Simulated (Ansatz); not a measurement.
**One shape, several levels: TiCl2F2 (SMILES [F][Ti]([F])([Cl])[Cl])**

We compute a comparison of 6 runs (HF/STO-3G, B3LYP/6-31G, PBE0/def2-SVP, B3LYP/6-31G*, PBE/def2-SVPD, CCSD(T)/def2-SVP) of TiCl2F2. 

The results are computed with Ansatz 0.2.0.

3 further runs of the same task are left out: 3 set aside as unsound or not needed.

## Step 1: The system as given

TiCl2F2 has 5 atoms, charge 0, and is taken as a singlet. SMILES: `[F][Ti]([F])([Cl])[Cl]`. Geometry: a GFN2-xTB relaxation, a rough one for these elements and not checked as a minimum.

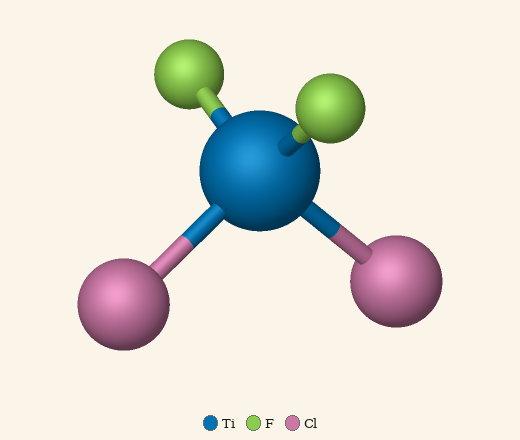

Viewed from a chosen angle; titanium blue, fluorine green, chlorine pink.

## Step 2: Energy and gradient at HF/STO-3G (run 1)

input.yaml reads:

```yaml
basis:
  gaussian: {orbitals: STO-3G}
crystal:
  periodic: [false, false, false]
  atoms:
    - symbol: Ti
      position_ang: [0.148500, -0.000250, 0.104130]
    - symbol: F
      position_ang: [0.000280, -0.014850, 1.789030]
    - symbol: F
      position_ang: [1.681540, 0.009010, -0.610600]
    - symbol: Cl
      position_ang: [-0.919580, 1.668180, -0.627700]
    - symbol: Cl
      position_ang: [-0.910730, -1.662090, -0.654860]
total_charge: 0
hamiltonian: {xc: hf}
accuracy: high
output: {forces: true, orbitals: {seedname: orbitals}}
```

Launch:

```bash
ansatz run input.yaml --threads 1 --pin off --max-ram 3480MiB --events-out events.jsonl --progress --plain --runs-dir runs
```

Output:

```text
Warning: RAYON_NUM_THREADS=1 ignored (pool sized by the plan → 1); use --threads N
Functional definition: HF
  name "HF"
  exchange = exact_x
  correlation = 0
1026 factors; integrals over basis functions are off by at most 2.9e-9 eV
mean field evaluation 1: about -52933.0995 eV, gradient 4.1e1 eV
mean field evaluation 2: about -52933.1666 eV, gradient 4.1e1 eV
mean field evaluation 4: about -52939.2820 eV, gradient 1.1e0 eV
mean field evaluation 8: about -52939.2844 eV, gradient 3.4e-4 eV
mean field -52939.28441782 eV, -1945.4828188190 hartree, gradient 3.0e-8 eV, S^2 0.000000; 0 other end points of the search recorded, 0 dependent functions left out
the calculation of the forces begins
reference -52939.28441782 eV, -1945.4828188190 hartree; 37, 37 occupied and 9, 9 virtual orbitals, 1026 factors
Total energy: -52939.28441782 eV, -1945.4828188190 hartree
Atom 0 at     0.148500    -0.000250     0.104130 Å, force     1.444907    -0.005986     1.010435 eV/Å
Atom 1 at     0.000280    -0.014850     1.789030 Å, force     0.607294     0.006077    -0.409970 eV/Å
Atom 2 at     1.681540     0.009010    -0.610600 Å, force    -0.178784    -0.004733     0.711696 eV/Å
Atom 3 at    -0.919580     1.668180    -0.627700 Å, force    -0.941131     2.073126    -0.638619 eV/Å
Atom 4 at    -0.910730    -1.662090    -0.654860 Å, force    -0.932287    -2.068483    -0.673542 eV/Å
Dipole moment:     0.489923    -0.001166     0.343447 e Å
```

Run time: 2.5 s. Hardware: 1 thread of Intel Xeon at 2.70GHz, shared host.

## Step 3: Energy and gradient at B3LYP/6-31G (run 2)

in.yaml reads:

```yaml
crystal:
  periodic: [false, false, false]
  atoms:
    - {symbol: Ti, position_ang: [0.148500, -0.000250, 0.104130]}
    - {symbol: F, position_ang: [0.000280, -0.014850, 1.789030]}
    - {symbol: F, position_ang: [1.681540, 0.009010, -0.610600]}
    - {symbol: Cl, position_ang: [-0.919580, 1.668180, -0.627700]}
    - {symbol: Cl, position_ang: [-0.910730, -1.662090, -0.654860]}
basis:
  gaussian: {orbitals: 6-31G-spherical.json}
hamiltonian: {xc: {name: B3LYP}}
accuracy: high
magnetization: {spin_polarized: false}
output: {forces: true, orbitals: {seedname: orbitals}}
```

The basis set 6-31G is read from a file made from the Basis Set Exchange's data (not shown).

Launch:

```bash
ansatz run in.yaml --threads 1 --pin off --max-ram 3480MiB --events-out events.jsonl --progress --plain --runs-dir runs
```

Output, shortened:

```text
Warning: RAYON_NUM_THREADS=1 ignored (pool sized by the plan → 1); use --threads N
Functional definition: B3LYP
  name "B3LYP"
[...]
1642 factors; integrals over basis functions are off by at most 5.5e-9 eV
[...]
mean field -53598.30605467 eV, -1969.7014172723 hartree, gradient 2.3e-8 eV, S^2 0.000000; 0 other end points of the search recorded, 0 dependent functions left out
[...]
reference -53598.30609265 eV, -1969.7014186683 hartree; 37, 37 occupied and 34, 34 virtual orbitals, 1642 factors
Total energy: -53598.30609265 eV, -1969.7014186683 hartree
Atom 0 at     0.148500    -0.000250     0.104130 Å, force    -0.703414     0.002703    -0.494157 eV/Å
Atom 1 at     0.000280    -0.014850     1.789030 Å, force     0.148559    -0.021523     2.688769 eV/Å
Atom 2 at     1.681540     0.009010    -0.610600 Å, force     2.577185     0.013222    -0.777903 eV/Å
Atom 3 at    -0.919580     1.668180    -0.627700 Å, force    -1.015439     1.890632    -0.692586 eV/Å
Atom 4 at    -0.910730    -1.662090    -0.654860 Å, force    -1.006891    -1.885034    -0.724124 eV/Å
Dipole moment:     0.141410    -0.000197     0.099195 e Å
```

Run time: 19 s. Hardware: 1 thread of Intel Xeon at 2.70GHz, shared host.

Runs 3 to 5 aren't shown in full; the table further down has their settings and results.

## Step 4: Energy and forces at CCSD(T)/def2-SVP (run 6)

job.yaml reads:

```yaml
crystal:
  periodic: [false, false, false]
  atoms:
    - {symbol: Ti, position_ang: [0.148500, -0.000250, 0.104130]}
    - {symbol: F, position_ang: [0.000280, -0.014850, 1.789030]}
    - {symbol: F, position_ang: [1.681540, 0.009010, -0.610600]}
    - {symbol: Cl, position_ang: [-0.919580, 1.668180, -0.627700]}
    - {symbol: Cl, position_ang: [-0.910730, -1.662090, -0.654860]}
basis:
  gaussian:
    orbitals: def2-SVP
scf:
  omitted_lower_state_checks: [cluster_reference, increment]
output:
  forces: true
  orbitals: {seedname: orbitals}
correlation:
  method: ccsd_t
  frozen_orbitals: {Cl: 5, F: 1, Ti: 5}
accuracy: high
```

Launch:

```bash
ansatz run job.yaml --threads 1 --pin off --max-ram 3480MiB --events-out events.jsonl --progress --plain --runs-dir runs
```

Output, shortened:

```text
Warning: RAYON_NUM_THREADS=1 ignored (pool sized by the plan → 1); use --threads N
[... 2 set-up lines as earlier in the session ...]
[...]
2003 factors; integrals over basis functions are off by at most 4.3e-9 eV
[...]
mean field -53496.39494230 eV, -1965.9562529708 hartree, gradient 1.8e-8 eV, S^2 0.000000; 0 other end points of the search recorded, 0 dependent functions left out
17 core orbitals not correlated: weight in the atoms' cores, before any rotation towards them, 1.000 or more for the frozen orbitals, at most 0.000 for the correlated occupied ones
reference -53496.39494230 eV, -1965.9562529708 hartree; 20, 20 occupied and 58, 58 virtual orbitals, 2003 factors
second order -26.11922643 eV of doubles, -0.00000000 eV of singles
cycle   1  -25.11727151 eV  change     1.0e0 eV  update   2.5e-1
[...]
cycle  23  -26.30413033 eV  change   -3.0e-9 eV  update   2.6e-9
perturbative correction -1.06112281 eV, -0.0389955441 hartree
[...]
Total energy: -53523.76019545 eV, -1966.9619074751 hartree
Atom 0 at     0.148500    -0.000250     0.104130 Å, force    -0.862351     0.002233    -0.605736 eV/Å
Atom 1 at     0.000280    -0.014850     1.789030 Å, force     0.259367    -0.014032     1.840765 eV/Å
Atom 2 at     1.681540     0.009010    -0.610600 Å, force     1.817974     0.008379    -0.384132 eV/Å
Atom 3 at    -0.919580     1.668180    -0.627700 Å, force    -0.610211     1.277450    -0.414727 eV/Å
Atom 4 at    -0.910730    -1.662090    -0.654860 Å, force    -0.604778    -1.274030    -0.436170 eV/Å
Dipole moment:     0.053455     0.000080     0.037552 e Å
Checks for a lower state left out: cluster_reference, increment
```

Run time: 3.7 min. Hardware: 1 thread of Intel Xeon at 2.70GHz, shared host; peak memory 0.88 GiB.

## Step 5: The series

```
run                               level  Cartesian functions  frozen core orbitals   energy (Eh)  dipole moment (D)  HOMO energy (eV)  LUMO energy (eV)  wall time
  1                           HF/STO-3G                   no                     –  -1945.482819               2.87            -10.85              6.24      2.5 s
  2                         B3LYP/6-31G                   no                     –  -1969.701419               0.83             -9.60             -3.92       19 s
  3                       PBE0/def2-SVP                   no                     –  -1968.576598               0.46             -9.61             -3.33       15 s
  4  B3LYP/6-31G* (Cartesian functions)                  yes                     –  -1969.771903               0.86             -9.34             -3.45       22 s
  5                       PBE/def2-SVPD                   no                     –  -1968.543778               0.32             -8.44             -4.36       20 s
  6                    CCSD(T)/def2-SVP                   no                    17  -1966.961907               0.31            -12.99              0.44    3.7 min
```

## Step 6: Outcome

| quantity | value |
| --- | --- |
| run 6: total energy | -1966.96191 Eh |
| run 6: dipole moment (correlated density) | 0.31 D |
| run 6: HOMO energy (Hartree–Fock orbitals) | -12.99 eV |
| run 6: LUMO energy (Hartree–Fock orbitals) | 0.44 eV |
| run 6: HOMO–LUMO gap (Hartree–Fock orbitals) | 13.43 eV |
| run 6: correlation energy (17 core orbitals frozen) | -1005.7 mEh |
| run 6: (T) correction | -39.00 mEh |
| run 6: T1 diagnostic | 0.020 |
| run 6: largest force on an atom | 1.859 eV/Å |

What this shows: The dipole moment (its size) runs from 0.31 D (CCSD(T)/def2-SVP) to 2.87 D (HF/STO-3G). The two ends differ in method and basis. Over runs 1, 2, 3, 4, 5 the HOMO–LUMO gap runs from 4.08 eV (PBE/def2-SVPD) to 17.09 eV (HF/STO-3G). Totals of different functionals can't be ranked against each other. In run 1 the basis is minimal, so the values are rough. All runs together took 5 min, the longest 3.7 min.
